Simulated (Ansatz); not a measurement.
**GeSiH7O2F: molecular dynamics (part 3 of 3)**

GeSiH7O2F; RKS BHLYP/def2-SVP (Ansatz 0.2.0). It belongs to a series of runs on one base structure; here: dynamics from the highest image of the converged band.

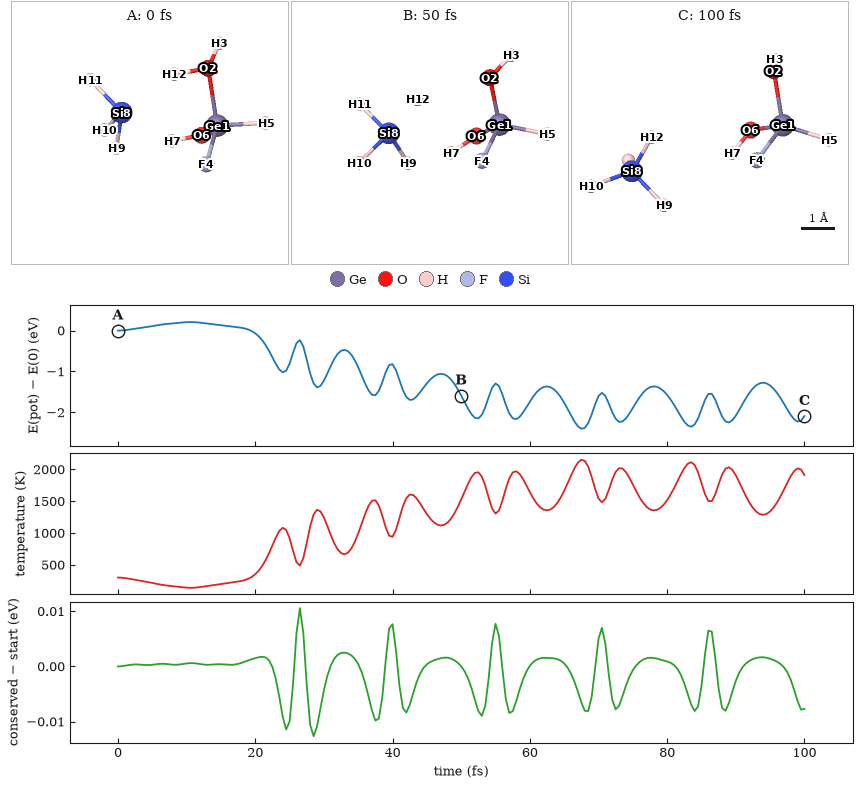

Figure 1. Frames of the molecular dynamics (ball-and-stick, seen at a tilt) above the curves, on which the letters mark them. The trajectory kept here has 201 frames over 100 fs. The temperature starts at 300 K, ranges from 139 to 2152 K and averages 1701 K over the second half. The potential energy ends 2.090 eV below its first value. The conserved quantity stays within 0.023 eV. After an unweighted best fit of the last frame on the first, the root-mean-square displacement is 1.25 Å.

```
Total energy: -71303.34128150 eV, -2620.3494609546 hartree
Atom 0 at    -0.490529     0.324823    -0.113755 Å, force    -1.171256     1.101653     1.384168 eV/Å
Atom 1 at    -0.692988     0.991322     1.511808 Å, force     0.434415     0.204682    -0.561498 eV/Å
Atom 2 at    -0.103262     1.650639     1.879867 Å, force    -0.116218    -0.093357    -0.308401 eV/Å
Atom 3 at     1.090872    -0.112837    -0.517113 Å, force     1.627410     0.025736    -0.198910 eV/Å
Atom 4 at    -0.975504     1.191809    -1.255323 Å, force    -0.173534     0.026108     0.077570 eV/Å
Atom 5 at    -1.119107    -1.252470     0.153481 Å, force    -0.209299    -0.775398    -0.511118 eV/Å
Atom 6 at    -0.379022    -1.796472    -0.125344 Å, force    -0.376395    -0.521772     0.122281 eV/Å
Atom 7 at     2.434392    -3.443789     1.179071 Å, force    -0.501296    -2.368076    -1.505735 eV/Å
Atom 8 at     2.433451    -3.086135    -0.238099 Å, force     0.191320    -0.062724    -0.516413 eV/Å
Atom 9 at     3.644949    -4.223205     1.511558 Å, force    -0.013597     0.104753     0.182559 eV/Å
Atom 10 at     1.174045    -4.216333     1.394812 Å, force     0.305821    -0.179510     0.067434 eV/Å
Atom 11 at     2.228237    -2.260855     1.814929 Å, force     0.002627     2.537904     1.768063 eV/Å
Dipole moment:     0.235074     0.394488    -0.134086 e Å
```

**Trajectory as extended XYZ (Å, eV, eV/Å), 8 of the 201 frames kept, from step=0 to step=200**
```
12
Properties=species:S:1:pos:R:3:forces:R:3 step=0 time_fs=0.0 energy=-71301.25119 temperature=300.0
Ge   -0.2345   -0.0620    0.0121    0.0155  -0.0116   0.0233
O     0.1069    0.3318    1.8893    0.0127   0.0167  -0.0279
H    -0.6204    0.4718    2.5097    0.0048  -0.0130   0.0095
F     1.1867    0.1281   -0.9388   -0.0052   0.0003   0.0005
H    -1.0607    1.1790   -0.2616   -0.0028   0.0009  -0.0003
O    -1.3014   -1.3828   -0.3649   -0.0078  -0.0021  -0.0109
H    -0.8859   -2.2455   -0.3257   -0.0005   0.0018  -0.0012
Si    1.5198   -2.2692    1.1440    0.0070  -0.0009  -0.0039
H     1.0116   -3.0898   -0.0059    0.0013   0.0008   0.0013
H     2.9782   -2.1103    0.8988    0.0010  -0.0016  -0.0002
H     1.3843   -3.1988    2.3081   -0.0023  -0.0003  -0.0009
H     0.6400   -0.6042    1.9524   -0.0236   0.0090   0.0108
12
Properties=species:S:1:pos:R:3:forces:R:3 step=29 time_fs=14.5 energy=-71301.10604 temperature=188.0
Ge   -0.2547   -0.0620    0.0226   -0.1805   0.1628  -0.1565
O     0.1331    0.3974    1.8243   -0.2365  -0.0840   0.3464
H    -0.5478    0.6022    2.4888    0.2566  -0.1068  -0.2687
F     1.1987    0.1207   -0.8341    0.8056   0.0233  -0.5083
H    -0.9844    1.1808   -0.4292   -0.3991  -0.0388   0.1737
O    -1.2392   -1.4303   -0.3783   -0.6477   0.7413  -0.0096
H    -0.9088   -2.2911   -0.1680    0.3943  -0.5389   0.0999
Si    1.5144   -2.2732    1.0921   -0.0985   0.0688   0.9797
H     0.8936   -3.1161    0.0294   -0.0575  -0.0306  -0.1017
H     2.9790   -2.3791    0.8737    0.0185   0.1750  -0.0891
H     1.2648   -3.0636    2.3483    0.0407  -0.1363  -0.1491
H     0.7308   -0.5657    1.8960    0.1041  -0.2357  -0.3167
12
Properties=species:S:1:pos:R:3:forces:R:3 step=57 time_fs=28.5 energy=-71302.54483 temperature=1291.0
Ge   -0.2828   -0.0450    0.0349   -0.4353   2.2494   0.9089
O     0.1428    0.4593    1.7425   -0.3426  -0.2693  -1.1693
H    -0.5596    0.7010    2.3370   -0.3836   0.1648  -0.1234
F     1.2653    0.1078   -0.7686   -0.9831  -0.3189   0.2798
H    -1.3238    0.9778   -0.3681    0.2568   0.3019  -0.4031
O    -1.2063   -1.4697   -0.3690    0.7872  -0.6892   0.5449
H    -0.7646   -2.3075   -0.1747   -0.4479   0.3768  -0.3085
Si    1.5174   -2.3048    1.0906    1.7259  -3.4815   0.1015
H     0.7657   -2.9415    0.0166   -0.0971  -0.1672  -0.4863
H     2.9353   -2.3223    0.7173    0.2698  -0.1760   0.0062
H     1.2271   -3.1848    2.2541    0.1264   0.1997   0.0725
H     1.1548   -1.0211    1.3285   -0.4766   1.8094   0.5768
12
Properties=species:S:1:pos:R:3:forces:R:3 step=86 time_fs=43.0 energy=-71302.93367 temperature=1597.9
Ge   -0.3241    0.0181    0.0475   -0.0597  -0.5225  -3.4546
O     0.0600    0.5463    1.6023   -0.4488   0.4697   2.0123
H    -0.6910    1.0177    1.9601    0.1474   0.1330   0.4040
F     1.2529    0.0715   -0.6887   -0.4398  -0.3968   0.0383
H    -1.1747    1.0109   -0.7168   -0.1745   0.0942   0.1421
O    -1.1358   -1.5079   -0.3080   -0.1273   0.3482   0.3724
H    -0.8047   -2.4000   -0.4434    0.1669   0.7618   0.2528
Si    1.6096   -2.4702    1.0785    2.5252   0.9727   1.6298
H     0.8782   -2.8019   -0.1029   -0.6434  -0.1745  -0.4633
H     3.0266   -2.6042    0.6509   -0.0051  -0.4237   0.0609
H     1.3422   -3.2906    2.2803   -0.2475  -0.3716  -0.2789
H     1.6929   -1.0575    1.6607   -0.6934  -0.8905  -0.7158
12
Properties=species:S:1:pos:R:3:forces:R:3 step=114 time_fs=57.0 energy=-71303.27553 temperature=1859.6
Ge   -0.3707    0.0811   -0.0074   -0.9560   2.2545   0.8503
O    -0.0929    0.6770    1.6390   -0.1877  -0.4856  -0.2227
H    -0.5212    1.4581    2.0008    0.0262  -0.4101  -0.4916
F     1.2073    0.0026   -0.6161    1.0174  -0.3511  -0.4288
H    -1.1216    1.1232   -0.8152   -0.1206   0.0013  -0.0190
O    -1.0984   -1.4671   -0.2032   -0.2696   0.0735   0.2486
H    -0.4047   -2.0795   -0.4169    0.0430  -0.7096  -0.0671
Si    1.8076   -2.6622    1.0965   -0.3901  -3.7961   0.1249
H     0.9562   -2.8071   -0.0442   -0.2150   0.0928  -1.0969
H     3.0641   -3.3304    0.7579    0.5987   0.4902  -0.0487
H     1.1410   -3.6767    1.9857    0.2075   0.3577   0.1396
H     1.6918   -1.4271    1.6627    0.2464   2.4825   1.0113
12
Properties=species:S:1:pos:R:3:forces:R:3 step=143 time_fs=71.5 energy=-71303.03457 temperature=1678.5
Ge   -0.4351    0.1908   -0.0551    1.3753  -0.7470   1.5090
O    -0.2687    0.7512    1.6553   -0.4056  -0.0917  -1.8109
H    -0.4584    1.6912    1.6328    0.1032  -0.0563   0.4309
F     1.2228   -0.0930   -0.5777   -0.9711   0.5755   0.0002
H    -1.2276    1.1803   -0.8810    0.1110  -0.0142  -0.1535
O    -1.0612   -1.4371   -0.0759   -0.4521   0.4109   0.0250
H    -0.4321   -2.1354   -0.2355    0.2064   0.0445  -0.0734
Si    1.9960   -2.9372    1.1228    0.2203  -4.2295  -1.9272
H     1.6000   -2.6746   -0.2447   -0.6690  -0.3223  -0.6563
H     3.4123   -3.2970    0.9862    0.2135  -0.8194   0.1461
H     1.0953   -3.8161    1.9147    0.2140  -0.1215  -0.2624
H     2.1101   -1.7780    1.6528    0.0541   5.3711   2.7726
12
Properties=species:S:1:pos:R:3:forces:R:3 step=171 time_fs=85.5 energy=-71302.94935 temperature=1615.4
Ge   -0.4702    0.2835   -0.0711    0.7338  -2.6484  -1.7894
O    -0.4752    0.8179    1.5202   -0.0191   0.7417   1.7925
H    -0.2928    1.7209    1.7479    0.0312   0.2509   0.0247
F     1.1663   -0.1337   -0.5481   -0.3210   0.6884   0.0753
H    -1.1177    1.1570   -1.1249    0.0215   0.0496   0.0622
O    -1.0630   -1.3743    0.0459   -0.0519   0.0985  -0.1968
H    -0.4213   -2.0787   -0.1300   -0.3860   0.7774   0.0292
Si    2.2124   -3.1668    1.1382   -0.0085  -6.7100  -2.1279
H     1.9261   -3.0664   -0.2677   -0.0478   0.3289  -0.8164
H     3.4782   -3.8926    1.4118    0.1919   0.1390  -0.3246
H     1.2048   -4.1191    1.7249   -0.0039   0.2784  -0.2128
H     2.1957   -2.1264    1.8434   -0.1402   6.0057   3.4840
12
Properties=species:S:1:pos:R:3:forces:R:3 step=200 time_fs=100.0 energy=-71303.34108 temperature=1910.9
Ge   -0.4905    0.3248   -0.1138   -1.1713   1.1017   1.3842
O    -0.6930    0.9913    1.5118    0.4344   0.2047  -0.5615
H    -0.1033    1.6506    1.8799   -0.1162  -0.0934  -0.3084
F     1.0909   -0.1128   -0.5171    1.6274   0.0257  -0.1989
H    -0.9755    1.1918   -1.2553   -0.1735   0.0261   0.0776
O    -1.1191   -1.2525    0.1535   -0.2093  -0.7754  -0.5111
H    -0.3790   -1.7965   -0.1253   -0.3764  -0.5218   0.1223
Si    2.4344   -3.4438    1.1791   -0.5013  -2.3681  -1.5057
H     2.4335   -3.0861   -0.2381    0.1913  -0.0627  -0.5164
H     3.6449   -4.2232    1.5116   -0.0136   0.1048   0.1826
H     1.1740   -4.2163    1.3948    0.3058  -0.1795   0.0674
H     2.2282   -2.2609    1.8149    0.0026   2.5379   1.7681
```

This output came from the following input.

**Input file**
```yaml
crystal:
  periodic: [false, false, false]
  atoms:
    - { symbol: Ge, position_ang: [-0.234512, -0.062049, 0.012081] }
    - { symbol: O, position_ang: [0.106901, 0.33185, 1.889283] }
    - { symbol: H, position_ang: [-0.620448, 0.471752, 2.509694] }
    - { symbol: F, position_ang: [1.186739, 0.128116, -0.938764] }
    - { symbol: H, position_ang: [-1.060711, 1.178987, -0.261641] }
    - { symbol: O, position_ang: [-1.301352, -1.382797, -0.364917] }
    - { symbol: H, position_ang: [-0.885891, -2.245506, -0.325734] }
    - { symbol: Si, position_ang: [1.519848, -2.269179, 1.144029] }
    - { symbol: H, position_ang: [1.011557, -3.089816, -0.005936] }
    - { symbol: H, position_ang: [2.978154, -2.110262, 0.898819] }
    - { symbol: H, position_ang: [1.384318, -3.198804, 2.308081] }
    - { symbol: H, position_ang: [0.639995, -0.604195, 1.952406] }
basis:
  gaussian: { orbitals: def2-SVP }
hamiltonian:
  xc: { name: BHLYP }
md:
  timestep: 0.5
  n_steps: 200
  ensemble: nve
  temperature: 300.0
  initial_velocities: maxwell_boltzmann
  seed: 10078
```

Launched with:
```bash
ansatz run input.yaml --threads 4 --pin off --max-ram 5120MiB --backend cpu --events-out ev --progress --plain --runs-dir out
```

**Key numbers**

| quantity | value |
| --- | --- |
| outcome | finished |
| mean temperature over the second half | 1701 K |
| trajectory | 200 steps, 100 fs |
| ensemble | nve |
| temperature in the input | 300.0 K |
| time step | 0.5 fs |
| potential energy (last step) | −71303.3413 eV |
| mean-field energy (last step) | −71303.3413 eV |
| largest force (length of the vector) (last step) | 3.093 eV/Å |
| hardware | 4 threads of AMD EPYC (Zen 5), 32 GiB of memory available, shared host |
| wall time | 3 min (CPU time 11 min) |
| peak memory | 0.36 GiB |

**Remarks**

So short a trajectory is not equilibrated.
